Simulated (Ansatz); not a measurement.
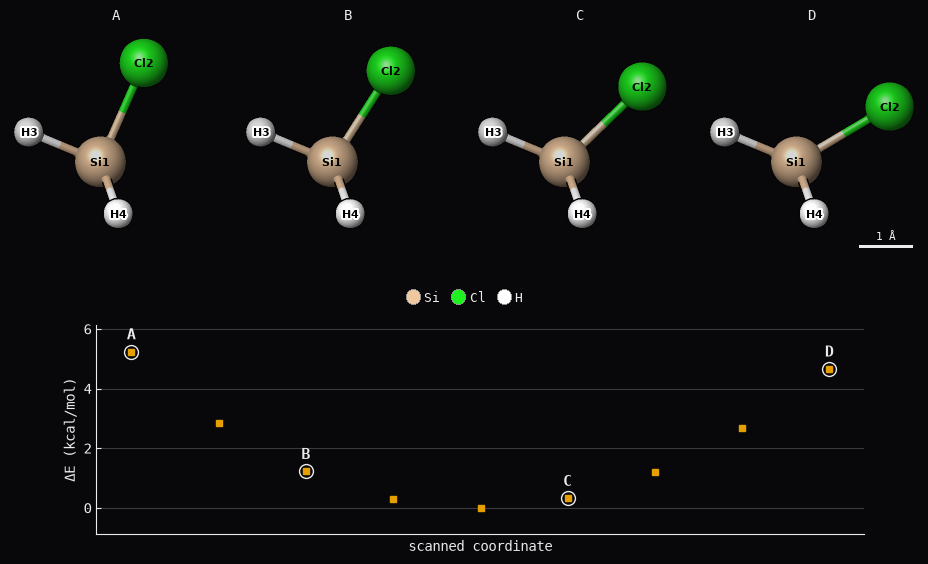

Frames of a one-coordinate scan of SiH₂Cl (multiplicity 2). A ball-and-stick model, seen onto the plane of the angle.

Computed with Ansatz: wB97M-V, basis def2-TZVPP, on geometries moved rigidly from the minimum at PBE0-D4/def2-TZVP. Energies are counted from the PBE0-D4/def2-TZVP minimum geometry at the same level.

**What is being scanned?**

The Cl2–Si1–H3 angle is varied, with the rest of the molecule carried along rigidly. In the frames the angle is 90.5° (A), 99.5° (B), 113.0° (C), 126.5° (D). The lowest computed point lies at the angle 108.5° (0.00 kcal/mol). The end points stand at 5.23 kcal/mol (90.5°) and 4.66 kcal/mol (126.5°). The curvature at the lowest point is about 4.3 eV/rad².
